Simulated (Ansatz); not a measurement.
# Geometry relaxation, with input and output: Al32H (part 3 of 3)

The same run, continued: Al32H (defect cell, 33 atoms in the cell); DFT PBE, scalar-relativistic, plane waves, PAW, PAW set soft_1, no spin polarisation (Ansatz 0.2.0); cutoff 420 eV, 2×2×2 k-mesh, Gaussian smearing of 0.05 eV. It belongs to a series of runs on one base structure; here: end point A relaxed.

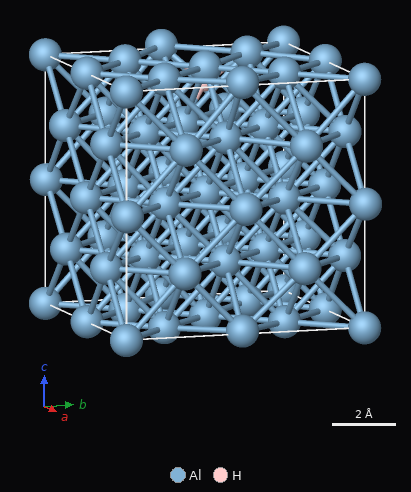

Figure 1. The geometry at step 18 of the log (ball-and-stick view of the cell of the calculation, seen slightly off an axis).

### Trajectory as extended XYZ, continued
```
33
Lattice="8.1000 0.0000 0.0000 0.0000 8.1000 0.0000 0.0000 0.0000 8.1000" Properties=species:S:1:pos:R:3:forces:R:3 step=18 energy=-17215.21868
Al    4.0787    0.0288   -0.0034    0.0070   0.0069  -0.0043
Al    6.0401    1.9898   -0.0026   -0.0039  -0.0032  -0.0067
Al    6.0608    0.0104    2.0355   -0.0039   0.0040   0.0076
Al    0.0105   -0.0055   -0.0102    0.0091   0.0057  -0.0121
Al    2.0129    2.0272   -0.0105   -0.0076  -0.0087  -0.0083
Al    4.0446    4.0607   -0.0102    0.0062   0.0081  -0.0117
Al    6.0772    6.0627   -0.0103   -0.0088  -0.0075  -0.0086
Al    2.0205    0.0293    2.0544   -0.0051   0.0080   0.0067
Al    4.0604    2.0106    2.0355    0.0044  -0.0031   0.0074
Al    6.0395    4.0533    2.0564   -0.0020   0.0002   0.0094
Al    4.0601    0.0101    4.0381    0.0074   0.0069  -0.0095
Al    6.0612    2.0110    4.0382   -0.0003   0.0004  -0.0038
Al    6.0407    0.0301    6.0769   -0.0009   0.0089   0.0050
Al   -0.0789    3.9717    0.0807    0.0091   0.0082  -0.0128
Al    2.0977    6.1469    0.0764   -0.0027  -0.0014  -0.0077
Al    0.0031    1.9892    2.0563    0.0009  -0.0014   0.0095
Al    2.0133    4.0605    2.0197   -0.0092   0.0063   0.0088
Al    4.0793    6.0703    2.0545    0.0082  -0.0048   0.0068
Al    0.0034    0.0300    4.0181    0.0004   0.0098  -0.0054
Al    2.0210    1.9904    4.0180   -0.0065  -0.0039  -0.0082
Al    4.0800    4.0536    4.0179    0.0101  -0.0002  -0.0055
Al    6.0407    6.0708    4.0180   -0.0045  -0.0061  -0.0082
Al    2.0136   -0.0055    6.0835   -0.0135   0.0063   0.0146
Al    4.0801    1.9903    6.0769    0.0092  -0.0004   0.0051
Al    6.0777    4.0627    6.0859   -0.0069  -0.0025   0.0021
Al    0.0102    6.0631    2.0197    0.0071  -0.0090   0.0088
Al    0.0121    4.0623    4.0537   -0.0007  -0.0014  -0.0065
Al    2.0138    6.0635    4.0531   -0.0112  -0.0108  -0.0080
Al    0.0125    2.0276    6.0859   -0.0019  -0.0067   0.0021
Al    2.1005    3.9733    5.9957   -0.0059   0.0069   0.0094
Al    4.0446    6.0634    6.0835    0.0068  -0.0129   0.0143
Al   -0.0772    6.1496    5.9958    0.0077  -0.0044   0.0094
H     1.0084    5.0582    7.0865    0.0019   0.0020   0.0004
```

### Summary

| quantity | value |
| --- | --- |
| outcome | converged |
| electrons treated | 97 |
| free energy | −17215.2187 eV |
| Fermi energy | 7.540 eV |
| final volume | 531.44 Å³ |
| largest force (length of the vector) at the end | 0.021 eV/Å |
| hardware | 2 threads of Arm Neoverse V1, 24 GiB of memory available, shared host |
| wall time | 2.2 min (CPU time 4.4 min) |
| peak memory | 0.98 GiB |
